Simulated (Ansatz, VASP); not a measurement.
# TlAgCl2 in two plane-wave programs

Wanted: the spread between two codes on one cell, functional and k mesh. The cell is invented: As first built, before any earlier steps moved the atoms (in the runner's words): it takes the AgCl structure with some of its atoms replaced by other elements, volume scaled by an estimate. It may not be a known or stable phase. The cell is taken from a series of VASP runs on this material, whose earlier steps may have relaxed, scaled or displaced it; both programs get it as it stands. Valence electrons are named where the data sets of a main pair hold unlike numbers.

Main program and level: Ansatz 0.2.0; plane waves, with VASP 6.6.1 beside it; band structure at r2SCAN and single point at r2SCAN.

## 1. The starting structure

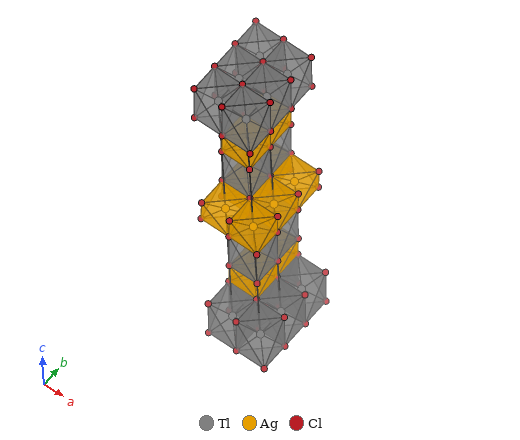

Start, viewed from a free direction; thallium grey, silver orange, chlorine red. 1×2×1 cells are drawn. This picture shows the conventional cell, with its axes. Some periodic images of atoms are drawn too.

Structure file:

```cif
data_structure
_symmetry_space_group_name_H-M 'P 1'
_symmetry_Int_Tables_number 1
_cell_length_a 7.4127
_cell_length_b 7.4127
_cell_length_c 7.4127
_cell_angle_alpha 32.500
_cell_angle_beta 32.500
_cell_angle_gamma 32.500
_cell_volume 104.56
loop_
_atom_site_label
_atom_site_type_symbol
_atom_site_fract_x
_atom_site_fract_y
_atom_site_fract_z
_atom_site_occupancy
Tl1 Tl 0.00000 0.00000 0.00000 1
Ag2 Ag 0.50000 0.50000 0.50000 1
Cl3 Cl 0.76513 0.76513 0.76513 1
Cl4 Cl 0.23487 0.23487 0.23487 1
```

## 2. VASP: band structure, r2SCAN

Levels along a path test the potential and the projectors away from the mesh points.

Lines of VASP's logs that name or quote its potential files are left out, and so is its time.

The input, INCAR:

```
SYSTEM = TlAgCl2
PREC = Accurate
ENCUT = 400
EDIFF = 1E-06
NELM = 100
ISMEAR = 0
SIGMA = 0.05
LREAL = .FALSE.
ALGO = Normal
METAGGA = R2SCAN
LASPH = .TRUE.
NBANDS = 33
LORBIT = 11
LWAVE = .FALSE.
LCHARG = .FALSE.
KPAR = 2
```

The input, POSCAR:

```
TlAgCl2
1.0
    2.0743064491      1.1976013871      7.0150688129
   -2.0743064491      1.1976013871      7.0150688129
    0.0000000000     -2.3952027742      7.0150688129
Tl Ag Cl
1 1 2
Direct
    0.0000000000      0.0000000000      0.0000000000
    0.5000000000      0.5000000000      0.5000000000
    0.7651316868      0.7651316868      0.7651316868
    0.2348683132      0.2348683132      0.2348683132
```

The input, KPOINTS:

```
Automatic mesh
0
Gamma
6 6 6
0 0 0
```

The input, KPOINTS_OPT:

```
Line mode
16
Line-mode
Reciprocal
  0.00000000   0.00000000   0.00000000 GAMMA
  0.50000000   0.00000000   0.00000000 L

  0.50000000   0.00000000   0.00000000 L
  0.50000000   0.18609652  -0.18609652 B1

  0.81390348   0.50000000   0.18609652 B
  0.50000000   0.50000000   0.50000000 Z

  0.50000000   0.50000000   0.50000000 Z
  0.00000000   0.00000000   0.00000000 GAMMA

  0.00000000   0.00000000   0.00000000 GAMMA
  0.34304826   0.00000000  -0.34304826 X

  0.65695174   0.34304826   0.00000000 Q
  0.50000000   0.50000000   0.00000000 F

  0.50000000   0.50000000   0.00000000 F
  0.65695174   0.65695174   0.18609652 P1

  0.65695174   0.65695174   0.18609652 P1
  0.50000000   0.50000000   0.50000000 Z

  0.50000000   0.00000000   0.00000000 L
  0.81390348   0.34304826   0.34304826 P
```

PAW data sets: Tl_d, Ag and Cl (PBE family, release 64).

On the command line:

```
$ mpirun -np 2 vasp_std
```

Numbers of over 12 decimals in the logs are rounded to 6 here.

The program printed:

```text
[banner, memory and clock lines left out]
running    2 mpi-ranks, on    1 nodes
 distrk:  each k-point on    1 cores,    2 groups
 distr:  one band on    1 cores,    1 groups

 POSCAR found type information on POSCAR TlAgCl
 POSCAR found :  3 types and       4 ions
|                                                                             |
|               ----> ADVICE to this user running VASP <----                  |
|                                                                             |
|     You enforced a specific xc type in the INCAR file but a different       |
|     [... a line on the potential file left out ...]
|     I HOPE YOU KNOW WHAT YOU ARE DOING!                                     |
|                                                                             |

 LDA part: xc-table for (None), standard interpolation
 POSCAR, INCAR and KPOINTS ok, starting setup
 FFT: planning ... GRIDC
 FFT: planning ... GRID_SOFT
 FFT: planning ... GRID
 WAVECAR not read
 entering main loop
       N       E                     dE             d eps       ncg     rms          rms(c)
DAV:   1     0.115764363971E+03    0.11576E+03   -0.15615E+04  2128   0.849E+02
DAV:   2    -0.903217558818E+02   -0.20609E+03   -0.19643E+03  2427   0.225E+02
DAV:   3    -0.100874111124E+03   -0.10552E+02   -0.10484E+02  2583   0.484E+01
DAV:   4    -0.100970879925E+03   -0.96769E-01   -0.96739E-01  2455   0.518E+00
DAV:   5    -0.100972388772E+03   -0.15088E-02   -0.15088E-02  2626   0.659E-01    0.687E+00
DAV:   6    -0.902335335108E+02    0.10739E+02   -0.53834E+00  2248   0.167E+01    0.693E+00
DAV:   7    -0.901412364710E+02    0.92297E-01   -0.39169E-01  2567   0.362E+00    0.474E+00
DAV:   8    -0.901122180224E+02    0.29018E-01   -0.15216E-01  2471   0.307E+00    0.131E+00
DAV:   9    -0.901187075822E+02   -0.64896E-02   -0.32353E-02  2522   0.909E-01    0.411E-01
DAV:  10    -0.901184347562E+02    0.27283E-03   -0.58399E-03  2437   0.558E-01    0.918E-02
DAV:  11    -0.901186641681E+02   -0.22941E-03   -0.42465E-04  2487   0.114E-01    0.638E-02
DAV:  12    -0.901186922304E+02   -0.28062E-04   -0.67139E-05  2547   0.708E-02    0.220E-02
DAV:  13    -0.901187022747E+02   -0.10044E-04   -0.25243E-05  2299   0.282E-02    0.726E-03
DAV:  14    -0.901187025572E+02   -0.28252E-06   -0.11079E-06  2343   0.450E-03
   1 F= -.90118703E+02 E0= -.90118703E+02  d E =-.250792E-16
 Start KPOINTS_OPT (optional k-point list driver)
k-point batch [1-32\144]
       N       E                     dE             ncg
DAV:   1     0.293668016598E+04   -0.21458E+05     2128
DAV:   2    -0.364604361704E+04   -0.65827E+04     2474
DAV:   3    -0.396229666869E+04   -0.31625E+03     2544
DAV:   4    -0.396507903007E+04   -0.27824E+01     2536
DAV:   5    -0.396512342073E+04   -0.44391E-01     2646
DAV:   6    -0.396512443263E+04   -0.10119E-02     2560
DAV:   7    -0.396512446145E+04   -0.28815E-04     2622
DAV:   8    -0.396512446223E+04   -0.78649E-06     1904
[...]
k-point batch [129-144\144]
       N       E                     dE             ncg
DAV:   1     0.109545200197E+05   -0.14632E+05     1080
DAV:   2     0.771907066568E+04   -0.32354E+04     1213
DAV:   3     0.756885824342E+04   -0.15021E+03     1283
DAV:   4     0.756758398924E+04   -0.12743E+01     1272
DAV:   5     0.756756400771E+04   -0.19982E-01     1312
DAV:   6     0.756756354915E+04   -0.45855E-03     1287
DAV:   7     0.756756353638E+04   -0.12772E-04     1296
DAV:   8     0.756756353604E+04   -0.33839E-06      992
```

Parts of OUTCAR (step 2):

```text
ion  position               nearest neighbor table
   1  0.000  0.000  0.000-   3 3.17   3 3.17   4 3.17   4 3.17   3 3.17   4 3.17
   2  0.500  0.500  0.500-   4 2.79   4 2.79   3 2.79   3 2.79   4 2.79   3 2.79
   3  0.765  0.765  0.765-   2 2.79   2 2.79   2 2.79   1 3.17   1 3.17   1 3.17
   4  0.235  0.235  0.235-   2 2.79   2 2.79   2 2.79   1 3.17   1 3.17   1 3.17

  LATTYP: Found a trigonal (rhomboedric) cell.
 ALAT       =     7.4127044172
 COS(alpha) =     0.8433889270

 Subroutine GETGRP returns: Found 12 space group operations
 (whereof 12 operations were pure point group operations)

The static configuration has the point symmetry D_3d.

 Found     32 irreducible k-points:

   k-points           NKPTS =     32   k-points in BZ     NKDIM =     32   number of bands    NBANDS=     33

   dimension x,y,z NGX =    48 NGY =   48 NGZ =   48
   dimension x,y,z NGXF=    96 NGYF=   96 NGZF=   96

   ENCUT  =  400.0 eV  29.40 Ry    5.42 a.u.  12.09 12.09 12.09*2*pi/ulx,y,z

   NELECT =      38.0000    total number of electrons

 k-points in reciprocal lattice and weights: Automatic mesh
   0.00000000  0.00000000  0.00000000       0.005
   0.16666667  0.00000000  0.00000000       0.028
   0.33333333  0.00000000 -0.00000000       0.028
   0.50000000  0.00000000 -0.00000000       0.014
   0.16666667  0.16666667  0.00000000       0.028
   0.33333333  0.16666667 -0.00000000       0.056
   0.50000000  0.16666667 -0.00000000       0.056
  -0.33333333  0.16666667  0.00000000       0.056
  -0.16666667  0.16666667  0.00000000       0.028
[...]
-0.33333333  0.50000000  0.33333333       0.028
   0.50000000  0.50000000  0.50000000       0.005

 average (electrostatic) potential at core
       1 -91.5693       2 -78.7429       3 -95.2421       4 -95.2421

 E-fermi :   2.8630

 k-point     1 :       0.0000    0.0000    0.0000
  band No.  band energies     occupation
    ...
     15       0.7001      2.00000
     16       0.7001      2.00000
     17       1.2068      2.00000
     18       2.2819      2.00000
     19       2.2819      2.00000
     20       6.3052      0.00000
     21       7.1556      0.00000
     22       9.0106      0.00000
     23       9.0106      0.00000
     24      11.8969      0.00000
    ...

 k-point     2 :       0.1667    0.0000    0.0000
  band No.  band energies     occupation
    ...
     15       0.8119      2.00000
     16       0.9388      2.00000
     17       1.3845      2.00000
     18       2.1428      2.00000
     19       2.1793      2.00000
     20       6.6841      0.00000
     21       6.9160      0.00000
     22       8.6305      0.00000
     23       8.9996      0.00000
     24      11.1199      0.00000
    ...

 k-point     3 :       0.3333    0.0000   -0.0000
  band No.  band energies     occupation
    ...
     15       0.7890      2.00000
     16       0.9668      2.00000
     17       1.1503      2.00000
     18       2.0747      2.00000
     19       2.3418      2.00000
     20       6.1170      0.00000
     21       7.1060      0.00000
     22       8.3365      0.00000
     23       8.7447      0.00000
     24      10.0447      0.00000
    ...

  Total        0.0032900      0.0032900      0.0301777      0.0000000     -0.0000000      0.0000000
  in kB        0.0504130      0.0504130      0.4624110      0.0000000     -0.0000000      0.0000000
  external PRESSURE =       0.1877457 kB  Pullay stress =       0.0000000 kB

  energy-cutoff  :      400.00
  volume of cell :      104.56
      direct lattice vectors                 reciprocal lattice vectors
     2.074306449  1.197601387  7.015068813     0.241044422  0.139167062  0.047516759
    -2.074306449  1.197601387  7.015068813    -0.241044422  0.139167062  0.047516759
     0.000000000 -2.395202774  7.015068813     0.000000000 -0.278334124  0.047516759

 POSITION                                       TOTAL-FORCE (eV/Angst)
 -----------------------------------------------------------------------------------
      0.00000      0.00000      0.00000         0.000000      0.000000     -0.000000
      0.00000      0.00000     10.52260        -0.000000      0.000000     -0.000000
      0.00000      0.00000     16.10235         0.000000     -0.000000      0.005924
      0.00000      0.00000      4.94285         0.000000      0.000000     -0.005924
 -----------------------------------------------------------------------------------
    total drift:                                0.000000      0.000000     -0.000000

  FREE ENERGIE OF THE ION-ELECTRON SYSTEM (eV)
  ---------------------------------------------------
  free  energy   TOTEN  =       -90.1187025572 eV

  energy  without entropy=      -90.1187025572  energy(sigma->0) =      -90.11870256

 total charge
# of ion       s       p       d       tot
------------------------------------------
    1        1.323   0.126   9.660  11.109
    2        0.187   0.128   9.385   9.700
    3        1.610   3.520   0.000   5.131
    4        1.610   3.520   0.000   5.131
--------------------------------------------------
tot          4.730   7.295  19.045  31.070

[... 3 further parts left out ...]
```

The run ends at a pressure of 0.02 GPa, with forces up to 0.0059 eV/Å.

## 3. Ansatz: band structure, r2SCAN

Ansatz runs on its default PAW (the set named soft_2) files.

The same cell, functional, mesh and smearing now go to Ansatz, which takes its cutoff from its data sets.

The input, input.yaml:

```yaml
crystal:
  lattice:
    - [2.0743064491, 1.1976013871, 7.0150688129]
    - [-2.0743064491, 1.1976013871, 7.0150688129]
    - [0.0, -2.3952027742, 7.0150688129]
  atoms:
    - { symbol: Tl, position: [0.0, 0.0, 0.0] }
    - { symbol: Ag, position: [0.5, 0.5, 0.5] }
    - { symbol: Cl, position: [0.7651316868, 0.7651316868, 0.7651316868] }
    - { symbol: Cl, position: [0.2348683132, 0.2348683132, 0.2348683132] }
hamiltonian:
  xc: r2scan
  pseudopotentials: { kind: paw }
kpoints:
  mp_grid: { grid: [6, 6, 6] }
  band_path:
    path:
      - [0.0, 0.0, 0.0]
      - [0.13333, 0.0, 0.0]
      - [0.3, 0.0, 0.0]
      - [0.46667, 0.0, 0.0]
      - [0.5, 0.03722, -0.03722]
      - [0.5, 0.09925, -0.09925]
      - [0.5, 0.16128, -0.16128]
      - [0.77205, 0.5, 0.22795]
      - [0.66742, 0.5, 0.33258]
      - [0.56278, 0.5, 0.43722]
      - [0.5, 0.5, 0.5]
      - [0.46667, 0.46667, 0.46667]
      - [0.3, 0.3, 0.3]
      - [0.13333, 0.13333, 0.13333]
      - [0.0, 0.0, 0.0]
      - [0.11435, 0.0, -0.11435]
      - [0.20583, 0.0, -0.20583]
      - [0.2287, 0.0, -0.2287]
      - [0.32018, 0.0, -0.32018]
      - [0.62556, 0.37444, 0.0]
      - [0.57324, 0.42676, 0.0]
      - [0.52093, 0.47907, 0.0]
      - [0.52093, 0.52093, 0.02481]
      - [0.57324, 0.57324, 0.08685]
      - [0.62556, 0.62556, 0.14888]
      - [0.64649, 0.64649, 0.20702]
      - [0.59417, 0.59417, 0.31166]
      - [0.54185, 0.54185, 0.41629]
      - [0.5, 0.0, 0.0]
      - [0.60463, 0.11435, 0.11435]
      - [0.70927, 0.2287, 0.2287]
      - [0.8139, 0.34305, 0.34305]
    npoints: 1
scf:
  occupations: { method: gaussian, width: 0.05 }
  n_extra_bands: 8
output:
  forces: true
  stress: true
  eigenvalues: true
```

On the command line:

```
$ ansatz run input.yaml --threads 2 --pin off --max-ram 4608MiB --backend cpu --events-out ev --progress --plain --runs-dir out
```

The program printed:

```text
basis.fft_grid_basis auto: the FFT boxes are laid along the combinations [[1, 0, -1], [0, 1, -1], [0, 0, 1]] of the cell's own vectors, 4.149, 4.149 and 7.413 Å long. The dense box has 32×32×60 points. Along the cell's own vectors, as sized, it would have 60×60×60, 3.52 times as many. Of the 12 symmetry operations that the crystal satisfies within crystal.symmetry.tolerance (time reversal apart; of a slab, those that [...]
scf.n_extra_bands = 8 over 23 filled bands (N_el = 46.0): the run solves 31 bands
Engine: ansatz 0.2.0, x86_64-unknown-linux-gnu
Pseudopotentials: kind: paw
Pseudopotential: Tl, paw, valence charge 13, recommended cutoff 500 eV (meta_gga), Tl.paw.azcp
Pseudopotential: Ag, paw, valence charge 19, recommended cutoff 500 eV (meta_gga), Ag.paw.azcp
Pseudopotential: Cl, paw, valence charge 7, recommended cutoff 500 eV (meta_gga), Cl.paw.azcp
Functional definition: r2SCAN
  parameter k0 = 0.174
  parameter k1 = 0.065
  parameter a1 = 4.9479
  exchange = r2scan_x(k0 = k0, k1 = k1, a1 = a1)
  correlation = r2scan_c
Crystal: 4 atoms, lattice volume = 104.561 Å³
Basis set: ecut = 500 eV, 2665 PW (Γ), FFT grids on a1−a3, a2−a3, a3, exchange–correlation on 128×128×240 points (64 copies of the dense FFT grid, shifted against one another)
Bands: 31, of which v1, the nominal top of the filled ones, is band 23 counted from 1 (22 counted from 0)
Symmetry: 12 space group operations
Space group: R-3m (ITA 166), of the structure as read, at distance tolerance 4.7e-5 Å
k-points: 32 of 216
Non-local potential: Tl, projectors of the file, l = 0: 2, l = 1: 2, l = 2: 2, l = 3: 1
Non-local potential: Ag, projectors of the file, l = 0: 3, l = 1: 2, l = 2: 2, l = 3: 1
Non-local potential: Cl, projectors of the file, l = 0: 2, l = 1: 2, l = 2: 2
PAW form: soft (Blöchl's): semilocal exchange-correlation on the pseudo side does not see the compensation charge
PAW frozen core: Tl, regenerated for the run's functional (the file was generated under x = pbe(κ = 0.804, μ = 0.219515), c = pbe(β = 0.066725))
PAW frozen core: Ag, regenerated for the run's functional (the file was generated under x = pbe(κ = 0.804, μ = 0.219515), c = pbe(β = 0.066725))
PAW frozen core: Cl, regenerated for the run's functional (the file was generated under x = pbe(κ = 0.804, μ = 0.219515), c = pbe(β = 0.066725))
PAW one-centre angular grid: Tl, 590 points (default); XC on 160 Gauss nodes
PAW one-centre angular grid: Ag, 590 points (default); XC on 160 Gauss nodes
PAW one-centre angular grid: Cl, 302 points (default); XC on 160 Gauss nodes
Initial density: superposition of atomic densities (neutral atoms: chi_scale 0, normalization atom), corrected by the library's trained network
Initial wavefunctions: pseudopotential atomic-orbital guess
Functional: x = r2scan, c = r2scan; τ floored in thin density (d = 2e-4 eV/Å³)
SCF iter   1: F=—  HF=-21233.130192 eV  |F-HF|=—  |Δ(HF+E_count)|=         —  Δρ=7.01e-3  dr2=4.02e-2  dr2_τ=8.35e-3  ethr=1.77e-3  ⟨swp⟩=6.5  Hψ=4201  notcnv=0  defer=7
preconditioner: auto → Resta (q_TF=auto, 2.379 Å⁻¹)  ε∞=4.0  [insulator: Δε(μ)=2.595 eV  Ē_g=12.897 eV  σ=0.050 eV  W_gap=1.00  n_scr=28 (ndim 8)  ℏωp=22.4 eV  f_vac=0.047  D(μ)=0.00/eV (n_scr^D=0)  ε∞_Penn≈4.0]
SCF iter   2: F=—  HF=-21233.131140 eV  |F-HF|=—  |Δ(HF+E_count)|=   9.47e-4  Δρ=3.10e-3  dr2=5.13e-3  dr2_τ=9.91e-4  ethr=8.74e-5  ⟨swp⟩=2.0  Hψ=1939  notcnv=0  defer=110
SCF iter   3: F=—  HF=-21233.131133 eV  |F-HF|=—  |Δ(HF+E_count)|=   6.44e-6  Δρ=9.77e-4  dr2=6.08e-4  dr2_τ=3.73e-5  ethr=1.12e-5  ⟨swp⟩=2.0  Hψ=1042  notcnv=0  defer=110
SCF iter   4: F=—  HF=-21233.131241 eV  |F-HF|=—  |Δ(HF+E_count)|=   1.08e-4  Δρ=2.48e-4  dr2=4.34e-5  dr2_τ=7.77e-6  ethr=1.32e-6  ⟨swp⟩=2.0  Hψ=1261  notcnv=0  defer=110
SCF iter   5: F=—  HF=-21233.131252 eV  |F-HF|=—  |Δ(HF+E_count)|=   1.14e-5  Δρ=5.31e-5  dr2=2.68e-6  dr2_τ=1.83e-7  ethr=9.43e-8  ⟨swp⟩=2.0  Hψ=1296  notcnv=0  defer=110
SCF iter   6: F=—  HF=-21233.131254 eV  |F-HF|=—  |Δ(HF+E_count)|=   1.26e-6  Δρ=1.32e-5  dr2=1.93e-7  dr2_τ=3.37e-8  ethr=5.83e-9  ⟨swp⟩=2.0  Hψ=1490  notcnv=0  defer=110
SCF iter   7: F=-21233.131254 eV  HF=-21233.131254 eV  |F-HF|=3.34e-9  |Δ(HF+E_count)|=   5.20e-8  Δρ=3.61e-6  dr2=1.81e-8  dr2_τ=5.92e-10  ethr=2.17e-10  ⟨swp⟩=9.3  Hψ=4871  notcnv=0
SCF 1 converged in 7 iterations: F = -21233.131254 eV  dr2 = 1.81e-8
  greatest PAW one-centre occupation: 1.003 electrons in one spin orbital (limit 2), on the Ag atom at site 1 (counted from 0), in its partial waves of l = 1
NSCF: frozen V_eff on 32 k-points
SCF converged after 7 iterations
Free energy (F): -21233.131254 eV
Harris-Foulkes:  -21233.131254 eV  (|F-HF|=3.34e-9)
Internal energy: -21233.131254 eV  (E = F + TS)
E sigma→0 (E₀):  -21233.131254 eV
Fermi energy:    6.943163 eV
--- Per-component energies (eV) ---
  E_band       = -471.793802
  E_kinetic    = 1182.278345
  E_local      = -5015.786327  (includes V_loc(G=0)·N_el)
  E_nonlocal   = 460.817751
  E_hartree    = 2120.742206
  E_xc         = -603.907597
  E_vxc        = -686.221989  (∫ρ·V_xc dr)
  E_paw        = -15448.357532  (= ΣΔE_a)
  E_vpaw       = -699.077547  (= ΣTr[D̂ρ^β])
  E_aug_tail   = 0.000149  (compensation charges beyond the density's cutoff)
  E_vtau       = 44.716516  (kinetic-family band-sum trace: ∫τ·v_τ [+ j·A + Jᵃ·Aᵃ] dr)
  E_ewald      = -3929.175886
  E_core_change = 0.257637  (= ΣΔE_core)
  E_smearing   = -0.000000  (= −TS)
  E_closure    = 0.000000  (closes the sum)
  Σ components = -21233.131254   (vs F -21233.131254, Δ=0.00e0)
--- Forces (eV/Å), atoms counted from 1 ---
  atom   1  Tl    -0.00000000    -0.00000000     0.00000000
  atom   2  Ag    -0.00000000     0.00000000    -0.00000000
  atom   3  Cl     0.00000000    -0.00000000     0.00255709
  atom   4  Cl    -0.00000000     0.00000000    -0.00255709
  max |Σ_I F_I| component: 5.88e-30 eV/Å
--- Stress (GPa, compression-positive) ---
        0.162541       0.000000       0.000000
        0.000000       0.162541      -0.000000
        0.000000      -0.000000       0.220245
  P = ⅓ Tr σ = 0.1818 GPa (1.818 kbar)
--- Band table (eV; the first three rows and the last of 32) ---
  k-point 0: bands = [... 19 lower, 3.7360, 4.2669, 5.3400, 5.3400, 9.3993, 10.2635, 12.0885, 12.0885, ... 4 higher]
  k-point 1: bands = [... 19 lower, 3.9882, 4.4480, 5.2091, 5.2370, 9.7854, 10.0082, 11.7235, 12.0821, ... 4 higher]
  k-point 2: bands = [... 19 lower, 4.0083, 4.2055, 5.1319, 5.4128, 9.2124, 10.1942, 11.4353, 11.8319, ... 4 higher]
  k-point 31: bands = [... 19 lower, 4.1001, 5.0181, 5.2740, 5.2740, 8.2284, 11.8284, 12.5700, 12.5700, ... 4 higher]
```

The job ended after 11 s (2 threads of Intel Xeon at 2.80GHz (Skylake/Cascade Lake), shared host; peak memory 0.75 GiB).

The column dr2 measures how far the density is from self-consistency, as an energy; F and HF (Harris–Foulkes) agree once it is small.

(Continued in part 2 of 2.)

[Lines on the potential files, build, host, timing and source positions are cut from VASP's logs without a mark.]

[Logs are printed without paths, hosts, clocks, repeated set-up lines and the standing remarks that a program may print on its own settings, such as how far it seeks lower states.]

[Hosts, paths, dates, database ids (printed as entryN), source tags and the programs' standing remarks are cut or masked in the printed files.]
